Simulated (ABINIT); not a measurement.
Band structure of AlN (P6_3mc, 4 atoms in the cell).

```
AlN
1.0
    3.09324     0.00000     0.00000
   -1.54662     2.67882     0.00000
    0.00000     0.00000     4.96027
Al N
2 2
Cartesian
  1.54662   0.89294   2.47661
  0.00000   1.78588   4.95675
  1.54662   0.89294   4.36856
  0.00000   1.78588   1.88842
```

Method: PBE, norm-conserving pseudopotentials (PseudoDojo nc-sr-05 PBE standard) (plane waves; ABINIT 10.0.3).

Settings: pseudos = [Al.upf, N.upf]; ecut = 42 Ha; ixc = 11; occopt = 3; tsmear = 0.02 eV; ngkpt = 6 6 4; nshiftk = 1; shiftk = 0 0 0; potentials = PseudoDojo nc-sr-05 PBE standard; kptopt = 1; nstep = 80; tolvrs1 = 1e-10; ndtset = 2.

The starting cell comes from a database of computed structures (which also holds hypothetical and non-ambient phases and stackings), without a prior relaxation at this level. Its lattice was rescaled by a random factor within 2.5 % of one.

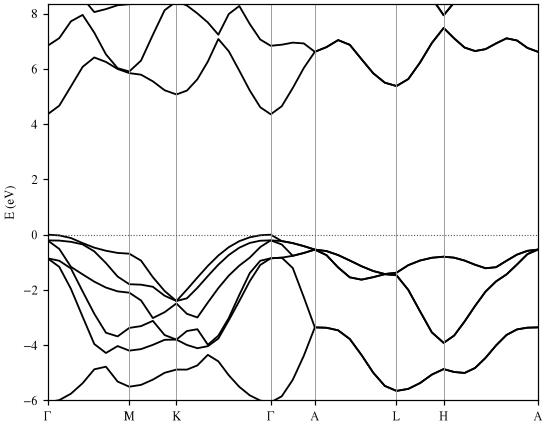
Figure. Bands along the path, energies from the top of the valence band on the SCF mesh.

**Question.** Read off roughly the gap and where its edges lie.

**Answer.** The gap along the path is about 4.4 eV (computed: 4.35 eV), direct at Γ to within 0.01 eV.

Levels in eV from the top of the valence band on the SCF mesh, bands 5 to 12:
| point | 5 | 6 | 7 | 8 | 9 | 10 | 11 | 12 |
|---|---|---|---|---|---|---|---|---|
| Γ | -0.86 | -0.21 | -0.21 | 0.00 | 4.35 | 6.83 | 10.72 | 11.32 |
| M | -3.37 | -2.10 | -1.79 | -0.69 | 5.84 | 5.90 | 8.34 | 10.39 |
| K | -3.80 | -2.49 | -2.40 | -2.40 | 5.07 | 8.44 | 9.78 | 9.78 |
| A | -0.54 | -0.54 | -0.54 | -0.54 | 6.62 | 6.62 | 10.46 | 10.46 |
| L | -1.47 | -1.47 | -1.38 | -1.38 | 5.38 | 5.38 | 9.39 | 9.39 |
| H | -3.91 | -3.91 | -0.80 | -0.80 | 7.48 | 7.48 | 7.94 | 7.94 |
